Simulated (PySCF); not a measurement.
**Geometry relaxation of C3H5AlF2**

- system: C3H5AlF2
- method: PBE0-D3(BJ)/def2-SVP geometry optimisation, gas phase (PySCF 2.14.0)

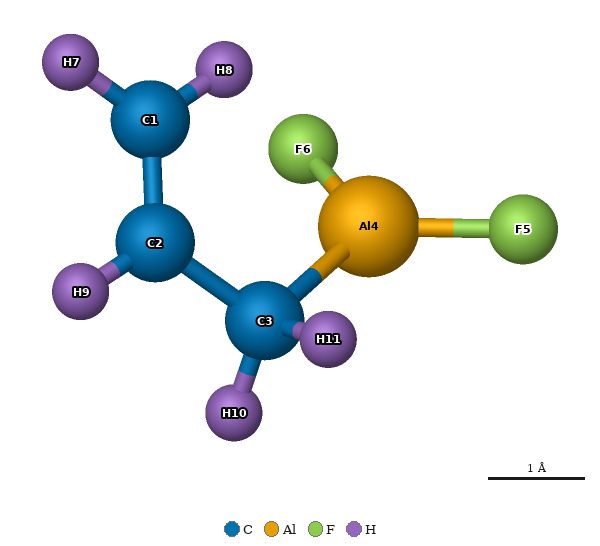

*The input geometry (ball-and-stick view, seen at a tilt; atoms are numbered from 1 in the order of the input). Sticks mark near contacts.*

Key numbers

- outcome: converged
- total energy: −558.810970 hartree
- dipole moment: 2.35 D
- point group: C1
- hardware: 1 CPU thread, shared host
- wall time: 65 s
- peak memory: 0.47 GiB

The input
```
{"job": {"xc": "PBE0", "basis": "def2-SVP", "d3": "d3bj", "grid": 1, "shake": 0.01, "kind": "geom"}, "charge": 0, "multiplicity": 1}
C     -1.497320     0.208520     0.728170
C     -0.968270    -0.372630    -0.311040
C      0.484870    -0.630590    -0.433190
Al     1.530630     0.557320     0.833440
F      2.782280    -0.039600     1.677600
F      1.206170     2.174720     1.015600
H     -2.568410     0.382370     0.826310
H     -0.873450     0.615290     1.526670
H     -1.577900    -0.719070    -1.108730
H      0.812420    -0.527330    -1.458920
H      0.707100    -1.674820    -0.151900
```

The first line tells a small driver script what to run in PySCF; the rest is the geometry in Å.

Run as:
```bash
OMP_NUM_THREADS=1 python <driver script> task.json out
```

Log
```
step   0  E = -558.80357577  max force = 0.028279
step   1  E = -558.80971161  max force = 0.005987
step   2  E = -558.80996335  max force = 0.002688
step   3  E = -558.80993137  max force = 0.003361
step   4  E = -558.81002545  max force = 0.001338
step   5  E = -558.81008826  max force = 0.000682
step   6  E = -558.81019253  max force = 0.001366
step   7  E = -558.81033259  max force = 0.002024
step   8  E = -558.81054595  max force = 0.001678
step   9  E = -558.81080842  max force = 0.001681
step  10  E = -558.81093977  max force = 0.001823
step  11  E = -558.81095830  max force = 0.000786
step  12  E = -558.81096956  max force = 0.000309
optimisation converged
```

Trajectory as extended XYZ (Å, eV, eV/Å), 13 frames, from step=0 to step=12
```
11
Properties=species:S:1:pos:R:3:forces:R:3 step=0 energy=-15205.81981
C    -1.4973    0.2085    0.7282   -1.1989   0.9552   1.2358
C    -0.9683   -0.3726   -0.3110    1.3856  -0.4199  -0.3795
C     0.4849   -0.6306   -0.4332    0.7853   0.3679   1.1719
Al    1.5306    0.5573    0.8334   -1.3621  -0.1658  -1.4542
F     2.7823   -0.0396    1.6776    0.9301  -0.3972   0.7032
F     1.2062    2.1747    1.0156    0.0265  -0.0477   0.0184
H    -2.5684    0.3824    0.8263   -0.1361  -0.0181   0.0966
H    -0.8734    0.6153    1.5267    0.0367   0.0963   0.2891
H    -1.5779   -0.7191   -1.1087   -0.9053  -0.4079  -0.9463
H     0.8124   -0.5273   -1.4589    0.3678   0.1121  -0.6828
H     0.7071   -1.6748   -0.1519    0.0705  -0.0749  -0.0522
11
Properties=species:S:1:pos:R:3:forces:R:3 step=1 energy=-15205.98677
C    -1.5597    0.2514    0.7973    0.0027   0.0515  -0.1049
C    -0.9906   -0.3512   -0.2485   -0.1112  -0.0480  -0.1067
C     0.4765   -0.6184   -0.4068    0.1656   0.0605  -0.0500
Al    1.6150    0.5029    0.7116    0.1979  -0.2697   0.2533
F     2.9088   -0.1081    1.5794   -0.3079   0.1127  -0.2522
F     1.3683    2.1275    0.9079   -0.0225   0.0938  -0.0389
H    -2.6402    0.3811    0.8737   -0.0721  -0.0088  -0.0111
H    -0.9711    0.6787    1.6170    0.0587  -0.0036   0.0778
H    -1.6499   -0.7153   -1.0558    0.1285   0.0303   0.1552
H     0.7925   -0.4980   -1.4632   -0.0721  -0.0079   0.1111
H     0.6918   -1.6764   -0.1683    0.0323  -0.0109  -0.0335
11
Properties=species:S:1:pos:R:3:forces:R:3 step=2 energy=-15205.99362
C    -1.5685    0.2560    0.7918    0.0398   0.0285  -0.0057
C    -0.9825   -0.3542   -0.2401   -0.0667  -0.0524  -0.0680
C     0.4855   -0.6162   -0.3986    0.0204   0.0139   0.0451
Al    1.6067    0.5045    0.7202    0.1382  -0.0570   0.1199
F     2.9073   -0.1160    1.5532   -0.1079   0.0549  -0.0723
F     1.3650    2.1330    0.9086   -0.0156   0.0150  -0.0166
H    -2.6533    0.3763    0.8494    0.0081  -0.0032   0.0012
H    -0.9928    0.6820    1.6248    0.0006  -0.0021  -0.0017
H    -1.6308   -0.7280   -1.0445    0.0022  -0.0120   0.0141
H     0.7934   -0.4892   -1.4528   -0.0196   0.0163   0.0073
H     0.7116   -1.6739   -0.1676    0.0005  -0.0019  -0.0234
11
Properties=species:S:1:pos:R:3:forces:R:3 step=3 energy=-15205.99275
C    -1.5480    0.2561    0.7809   -0.1496  -0.0081  -0.0184
C    -0.9859   -0.3704   -0.2541    0.1508   0.0593   0.1728
C     0.4865   -0.6179   -0.3964   -0.0373  -0.0767  -0.0577
Al    1.5814    0.5099    0.7386   -0.0082   0.0583  -0.0291
F     2.8823   -0.0991    1.5656    0.0537  -0.0122   0.0522
F     1.3235    2.1382    0.9182   -0.0051  -0.0160  -0.0032
H    -2.6311    0.3849    0.8584    0.0175   0.0091   0.0206
H    -0.9523    0.6811    1.6017   -0.0329   0.0033  -0.0352
H    -1.6356   -0.7528   -1.0501   -0.0334  -0.0270  -0.0247
H     0.7973   -0.4811   -1.4467    0.0479   0.0174  -0.0521
H     0.7235   -1.6746   -0.1719   -0.0034  -0.0075  -0.0253
11
Properties=species:S:1:pos:R:3:forces:R:3 step=4 energy=-15205.99531
C    -1.5608    0.2554    0.7813   -0.0279  -0.0045  -0.0014
C    -0.9828   -0.3684   -0.2470    0.0486   0.0155   0.0688
C     0.4895   -0.6170   -0.3953   -0.0389  -0.0272   0.0048
Al    1.5918    0.5089    0.7367    0.0026   0.0408  -0.0234
F     2.8965   -0.0984    1.5606    0.0325  -0.0088   0.0358
F     1.3349    2.1370    0.9172   -0.0105  -0.0097  -0.0028
H    -2.6449    0.3781    0.8499    0.0098  -0.0030  -0.0031
H    -0.9762    0.6857    1.6066   -0.0143   0.0088  -0.0174
H    -1.6293   -0.7534   -1.0454   -0.0210  -0.0268  -0.0179
H     0.7972   -0.4793   -1.4472    0.0258   0.0200  -0.0219
H     0.7256   -1.6744   -0.1731   -0.0066  -0.0053  -0.0216
11
Properties=species:S:1:pos:R:3:forces:R:3 step=5 energy=-15205.99702
C    -1.5673    0.2521    0.7775    0.0076   0.0060  -0.0051
C    -0.9785   -0.3776   -0.2410    0.0163  -0.0011   0.0050
C     0.4952   -0.6154   -0.3938   -0.0189   0.0024   0.0302
Al    1.5954    0.5136    0.7402   -0.0233   0.0231  -0.0299
F     2.9040   -0.0844    1.5644    0.0351  -0.0122   0.0310
F     1.3237    2.1387    0.9250   -0.0096  -0.0021  -0.0024
H    -2.6531    0.3609    0.8368    0.0009   0.0021   0.0053
H    -0.9930    0.7055    1.5972   -0.0076  -0.0015  -0.0111
H    -1.6220   -0.7769   -1.0358   -0.0096  -0.0325  -0.0015
H     0.7998   -0.4692   -1.4462    0.0118   0.0184  -0.0056
H     0.7373   -1.6730   -0.1798   -0.0027  -0.0024  -0.0158
11
Properties=species:S:1:pos:R:3:forces:R:3 step=6 energy=-15205.99986
C    -1.5767    0.2422    0.7628    0.0702   0.0339   0.0158
C    -0.9691   -0.4038   -0.2341   -0.0597  -0.0244  -0.0690
C     0.5090   -0.6106   -0.3905    0.0075   0.0322   0.0405
Al    1.5927    0.5296    0.7511   -0.0622   0.0009  -0.0313
F     2.9094   -0.0448    1.5785    0.0374  -0.0148   0.0221
F     1.2813    2.1467    0.9438   -0.0011   0.0125   0.0006
H    -2.6645    0.3273    0.8211   -0.0071  -0.0160  -0.0202
H    -1.0150    0.7425    1.5627    0.0083  -0.0018   0.0123
H    -1.6041   -0.8432   -1.0157    0.0093  -0.0356   0.0198
H     0.8093   -0.4449   -1.4424   -0.0079   0.0122   0.0154
H     0.7695   -1.6669   -0.1930    0.0051   0.0008  -0.0059
11
Properties=species:S:1:pos:R:3:forces:R:3 step=7 energy=-15206.00367
C    -1.5860    0.2268    0.7426    0.0596   0.0419  -0.0086
C    -0.9555   -0.4419   -0.2247   -0.0738  -0.0508  -0.1041
C     0.5279   -0.6008   -0.3851    0.0370   0.0537   0.0225
Al    1.5837    0.5578    0.7660   -0.0732  -0.0327  -0.0210
F     2.9125    0.0129    1.5954    0.0165  -0.0056   0.0020
F     1.2202    2.1630    0.9692    0.0103   0.0247   0.0090
H    -2.6765    0.2693    0.7931   -0.0152  -0.0079  -0.0021
H    -1.0472    0.7928    1.5131    0.0210  -0.0082   0.0169
H    -1.5764   -0.9424   -0.9819    0.0268  -0.0237   0.0451
H     0.8210   -0.4105   -1.4362   -0.0249   0.0034   0.0350
H     0.8179   -1.6528   -0.2072    0.0160   0.0052   0.0054
11
Properties=species:S:1:pos:R:3:forces:R:3 step=8 energy=-15206.00948
C    -1.5972    0.2023    0.7084    0.0363   0.0537  -0.0170
C    -0.9354   -0.4980   -0.2146   -0.0730  -0.0686  -0.0863
C     0.5536   -0.5839   -0.3774    0.0473   0.0604  -0.0225
Al    1.5619    0.6024    0.7881   -0.0680  -0.0596  -0.0087
F     2.9066    0.0933    1.6158   -0.0071   0.0092  -0.0119
F     1.1309    2.1895    1.0084    0.0241   0.0203   0.0202
H    -2.6882    0.1892    0.7640   -0.0147  -0.0088  -0.0067
H    -1.0869    0.8537    1.4287    0.0295  -0.0065   0.0224
H    -1.5296   -1.0865   -0.9295    0.0320  -0.0083   0.0528
H     0.8349   -0.3629   -1.4265   -0.0313  -0.0039   0.0395
H     0.8909   -1.6249   -0.2210    0.0250   0.0121   0.0180
11
Properties=species:S:1:pos:R:3:forces:R:3 step=9 energy=-15206.01662
C    -1.6104    0.1694    0.6553   -0.0272   0.0368  -0.0330
C    -0.9055   -0.5743   -0.1998   -0.0152  -0.0388   0.0031
C     0.5854   -0.5565   -0.3683    0.0413   0.0272  -0.0865
Al    1.5235    0.6622    0.8181   -0.0263  -0.0630   0.0162
F     2.8908    0.1953    1.6354   -0.0332   0.0269  -0.0177
F     1.0112    2.2209    1.0740    0.0351   0.0029   0.0177
H    -2.6979    0.0845    0.7226   -0.0067   0.0009   0.0009
H    -1.1418    0.9254    1.2977    0.0165  -0.0083   0.0126
H    -1.4528   -1.2785   -0.8428    0.0148   0.0070   0.0371
H     0.8450   -0.2997   -1.4150   -0.0232  -0.0049   0.0271
H     0.9941   -1.5743   -0.2328    0.0241   0.0131   0.0224
11
Properties=species:S:1:pos:R:3:forces:R:3 step=10 energy=-15206.02019
C    -1.6430    0.1190    0.5719   -0.0208   0.0386  -0.0248
C    -0.8552   -0.6709   -0.1615    0.0000  -0.0092   0.0396
C     0.6260   -0.5138   -0.3529    0.0323  -0.0141  -0.0937
Al    1.4824    0.7356    0.8593   -0.0557  -0.0111  -0.0095
F     2.8832    0.3361    1.6514    0.0093   0.0112   0.0155
F     0.8702    2.2501    1.1646    0.0364  -0.0085   0.0024
H    -2.7172   -0.0669    0.6534    0.0029   0.0004  -0.0041
H    -1.2579    1.0060    1.0900    0.0110  -0.0176   0.0238
H    -1.3168   -1.5199   -0.6836   -0.0090  -0.0071   0.0123
H     0.8389   -0.2099   -1.3973   -0.0092   0.0082   0.0166
H     1.1310   -1.4911   -0.2510    0.0028   0.0092   0.0220
11
Properties=species:S:1:pos:R:3:forces:R:3 step=11 energy=-15206.02070
C    -1.6307    0.1392    0.5945   -0.0157  -0.0106  -0.0023
C    -0.8717   -0.6471   -0.1725    0.0207   0.0132   0.0341
C     0.6134   -0.5267   -0.3626    0.0150  -0.0229  -0.0404
Al    1.4888    0.7125    0.8461   -0.0054  -0.0077   0.0011
F     2.8788    0.2938    1.6490   -0.0132   0.0024   0.0036
F     0.9130    2.2430    1.1382    0.0182   0.0043   0.0051
H    -2.7100   -0.0150    0.6737    0.0024   0.0042   0.0091
H    -1.2132    0.9856    1.1541   -0.0062   0.0092  -0.0121
H    -1.3619   -1.4618   -0.7224   -0.0066   0.0057  -0.0052
H     0.8385   -0.2357   -1.4074   -0.0126   0.0042   0.0034
H     1.0964   -1.5134   -0.2463    0.0032  -0.0019   0.0038
11
Properties=species:S:1:pos:R:3:forces:R:3 step=12 energy=-15206.02101
C    -1.6257    0.1511    0.6056   -0.0052  -0.0087  -0.0006
C    -0.8790   -0.6354   -0.1732    0.0104   0.0040   0.0159
C     0.6068   -0.5327   -0.3688    0.0084  -0.0034  -0.0138
Al    1.4949    0.6992    0.8388    0.0014  -0.0095   0.0019
F     2.8763    0.2649    1.6483   -0.0107  -0.0038   0.0042
F     0.9422    2.2387    1.1271    0.0069   0.0077   0.0007
H    -2.7058    0.0066    0.6909    0.0001   0.0076   0.0015
H    -1.1971    0.9887    1.1699   -0.0011   0.0078  -0.0040
H    -1.3828   -1.4363   -0.7313   -0.0010  -0.0020   0.0039
H     0.8327   -0.2463   -1.4142   -0.0095   0.0006  -0.0050
H     1.0790   -1.5243   -0.2486    0.0003  -0.0003  -0.0046
```

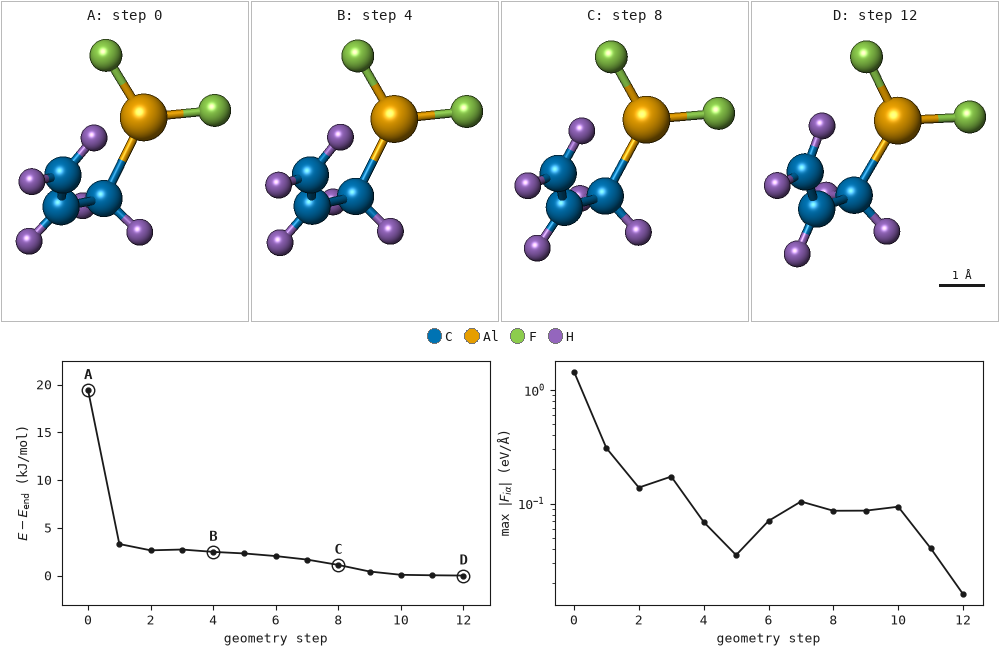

*Frames of the relaxation (ball-and-stick view, seen at a tilt) above the curves, on which the letters mark them (steps are counted from 0).*

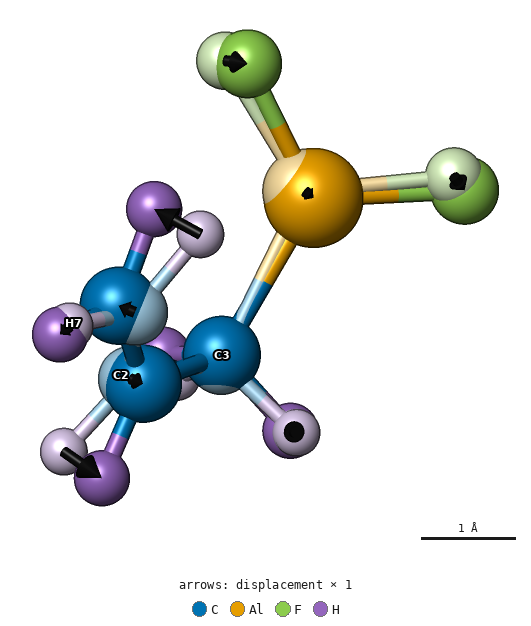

*Start (faint) and end (solid) with the displacements as black arrows, at true length (ball-and-stick view, seen at a tilt). The two geometries are laid on each other by the best rigid fit.*

The energy falls by 19.4 kJ/mol in 12 geometry steps. Largest force component: 1.5 eV/Å at the start, 0.016 eV/Å at the end. H8 moves most after the best rigid fit: 0.57 Å. By element the largest moves are H 0.57 Å, F 0.27 Å, C 0.19 Å, Al 0.12 Å. Among the contacts that change: C3–Al4 2.027 → 1.940 Å, C2–H9 1.062 → 1.099 Å, Al4–F5 1.623 → 1.659 Å, C1–C2 1.303 → 1.335 Å. Among the angles that change: C2–C3–Al4 110.6° → 114.5°, C1–C2–C3 122.8° → 126.1°, Al4–C3–H10 112.4° → 109.3°. (Atoms are counted from 1 in the order of the input.)
